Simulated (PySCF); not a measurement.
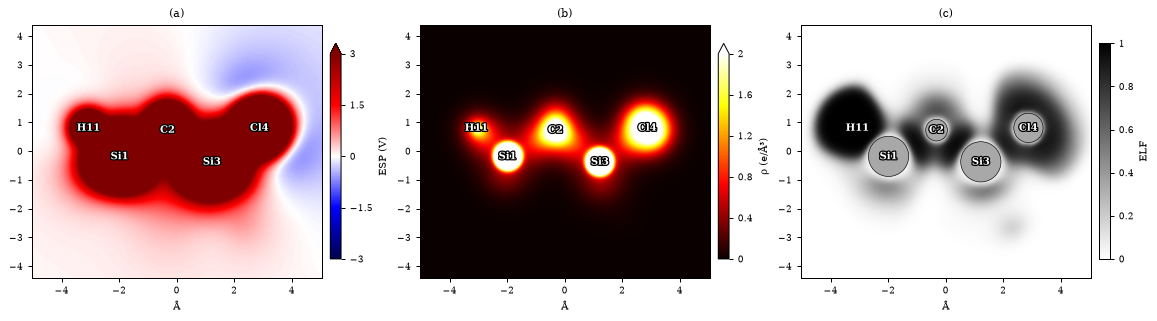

C5H13ClSi2. (a) electrostatic potential; (b) total electron density; (c) ELF on the plane of atoms C2, Si1 and H11. Grey discs cover the atomic cores in the ELF map.

Geometry: GFN2-xTB.

Computed with PBE0/pcSseg-1, SCF density, gas phase, non-relativistic (PySCF 2.14.0).

The calculation's input:

```
{"job": {"kind": "nmr", "xc": "PBE0", "basis": "pcSseg-1"}, "charge": 0, "multiplicity": 1}
Si     2.428091    -0.478707    -1.230304
C      1.244510     1.008980    -1.200416
Si     0.719115     1.607773     0.522854
Cl    -0.514750     3.209040     0.316076
C     -0.209185     0.252259     1.491407
C     -1.576989    -0.057127     0.927288
C     -2.187255    -1.410815     1.133367
C     -1.722683    -0.995186    -0.230928
H      1.764132    -1.663971    -0.680892
H      3.615003    -0.179884    -0.428101
H      2.817340    -0.759156    -2.614441
H      1.721591     1.838059    -1.724432
H      0.355326     0.761355    -1.781677
H      1.877551     2.067341     1.296149
H     -0.323879     0.561044     2.533214
H      0.390001    -0.658524     1.499971
H     -2.254212     0.788649     0.953574
H     -1.605850    -2.153424     1.659588
H     -3.248514    -1.481197     1.319288
H     -2.466738    -0.778611    -0.982836
H     -0.831524    -1.460955    -0.624517
```

Run with:

```sh
OMP_NUM_THREADS=1 python probes_run.py task.json out
```

Question: Read the bonding off the picture.

Answer: The section cuts through Si, C, Cl and H sites.
C–Si (1.90 Å): ρ is about 0.91 e/Å³ halfway; the ELF peaks at about 0.95 between the atoms, as expected for a shared electron pair.
Si–Cl (2.03 Å): the density is about 0.94 e/Å³ at the midpoint; the ELF peaks at about 0.90 between the atoms: a polar covalent bond.
Si–H (1.46 Å): the density is about 0.8 e/Å³ at the midpoint; the ELF climbs to about 1 towards the hydrogen, as it does in any bond to H.
The ELF also peaks beside Cl4, away from the bonds: lone-pair regions.
Outside the dense part of the molecule the potential is most negative (−0.6 V) near Cl4.
